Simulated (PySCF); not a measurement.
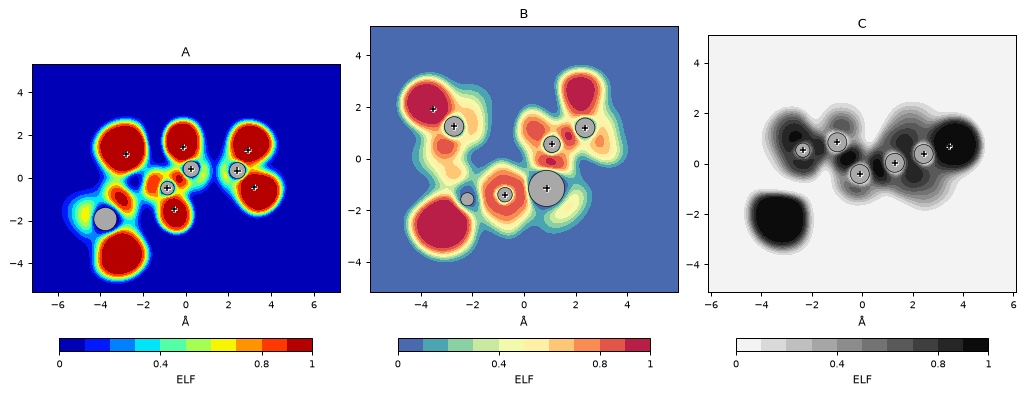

The electron localisation function of 3 systems, each on a plane through atoms (crosses mark nuclei in the plane; grey discs cover the cores).

Theory: PBE0/pcSseg-1, SCF density, gas phase, non-relativistic (PySCF 2.14.0).

System 1: C$_{4}$H$_{14}$N$_{2}$Si$_{2}$, the plane of atoms H19, C7 and H20. Geometry: GFN2-xTB.

```yaml
atoms:
  - { symbol: N, position_ang: [4.0001, 0.0344, -0.8520] }
  - { symbol: Si, position_ang: [3.1779, 0.8003, 0.4571] }
  - { symbol: Si, position_ang: [1.0508, 1.3287, -0.2086] }
  - { symbol: N, position_ang: [0.0674, -0.0774, -0.1006] }
  - { symbol: C, position_ang: [-1.3282, -0.0857, -0.4062] }
  - { symbol: C, position_ang: [-1.9689, -1.4535, -0.7148] }
  - { symbol: C, position_ang: [-3.1407, -1.0947, 0.2111] }
  - { symbol: C, position_ang: [-2.3377, 0.0981, 0.7516] }
  - { symbol: H, position_ang: [3.8407, 0.3609, -1.7909] }
  - { symbol: H, position_ang: [4.9694, -0.2181, -0.7429] }
  - { symbol: H, position_ang: [3.8655, 2.0232, 0.9225] }
  - { symbol: H, position_ang: [3.3339, -0.1630, 1.5569] }
  - { symbol: H, position_ang: [0.5128, 2.4555, 0.5869] }
  - { symbol: H, position_ang: [0.8979, 1.7729, -1.6060] }
  - { symbol: H, position_ang: [0.3065, -0.7911, 0.5717] }
  - { symbol: H, position_ang: [-1.4951, 0.6393, -1.2038] }
  - { symbol: H, position_ang: [-1.3648, -2.2757, -0.3347] }
  - { symbol: H, position_ang: [-2.2137, -1.6473, -1.7563] }
  - { symbol: H, position_ang: [-3.4225, -1.8518, 0.9401] }
  - { symbol: H, position_ang: [-4.0287, -0.7879, -0.3375] }
  - { symbol: H, position_ang: [-2.8526, 1.0551, 0.7948] }
  - { symbol: H, position_ang: [-1.8806, -0.1028, 1.7195] }
```

System 2: C$_{7}$H$_{14}$OSi (SMILES C#C[C@](C)(CO)C[SiH2]C), the plane of atoms C2, C3 and C5. Geometry: GFN2-xTB.

```xyz
23

C    -2.4722    0.8713    2.3924
C    -1.8157    0.5760    1.4363
C    -1.0000    0.2373    0.2775
C    -1.7883    0.5847   -0.9914
C    -0.7057   -1.2739    0.3394
O     0.0775   -1.7140   -0.7397
C     0.3100    1.0310    0.3449
Si    1.7201    0.5300   -0.8497
C     2.8976   -0.7516   -0.0987
H    -3.0496    1.1316    3.2289
H    -2.1097    1.6232   -0.9515
H    -1.1684    0.4600   -1.8763
H    -2.6757   -0.0420   -1.0774
H    -1.6495   -1.8353    0.3922
H    -0.1251   -1.4921    1.2393
H    -0.4353   -1.6219   -1.5495
H     0.0709    2.0826    0.1791
H     0.6939    0.9645    1.3656
H     2.4932    1.7819   -1.0018
H     1.2765    0.1836   -2.2062
H     3.7663   -0.8776   -0.7373
H     2.4298   -1.7219    0.0189
H     3.2547   -0.4274    0.8753
```

System 3: C$_{4}$H$_{15}$NOSi$_{3}$, the plane of atoms N2, Si3 and O5. Geometry: GFN2-xTB.

```xyz
24

C    -2.2406    1.9131    0.6003
N    -1.2769    1.0725   -0.0671
Si   -1.5245   -0.6076   -0.3606
Si   -2.0040   -1.6221    1.6418
O    -0.1238   -1.1489   -0.9953
Si    1.3777   -1.7416   -0.9524
C     2.6149   -0.3362   -0.7527
C     2.2856    0.8607    0.0964
C     2.3481    1.0014   -1.3869
H    -2.7262    1.3357    1.3857
H    -1.7411    2.7713    1.0548
H    -3.0175    2.2853   -0.0774
H    -0.7447    1.5921   -0.7513
H    -2.4387   -0.8874   -1.4869
H    -1.4875   -2.9912    1.7496
H    -1.5061   -0.9139    2.8308
H    -3.4575   -1.7208    1.8429
H     1.5294   -2.4043   -2.2476
H     1.4790   -2.6671    0.1797
H     3.6569   -0.6357   -0.7392
H     3.0750    1.3026    0.6877
H     1.3147    0.8956    0.5674
H     3.1766    1.5401   -1.8246
H     1.4197    1.1260   -1.9248
```

### Which map belongs to which system?

Panel A is system 1, C$_{4}$H$_{14}$N$_{2}$Si$_{2}$: the plane holds N, C and H. C–N (1.43 Å): the ELF peaks at about 0.90 between the atoms; a covalent bond. Panel B is system 3, C$_{4}$H$_{15}$NOSi$_{3}$: the plane holds C, N, Si, O and H. C–N (1.44 Å): the ELF peaks at about 0.90 between the atoms: localised, covalent bonding. Panel C is system 2, C$_{7}$H$_{14}$OSi: the plane holds C, O and H. C–C (1.20 Å): the ELF peaks at about 0.85 between the atoms (a short, multiple covalent bond).
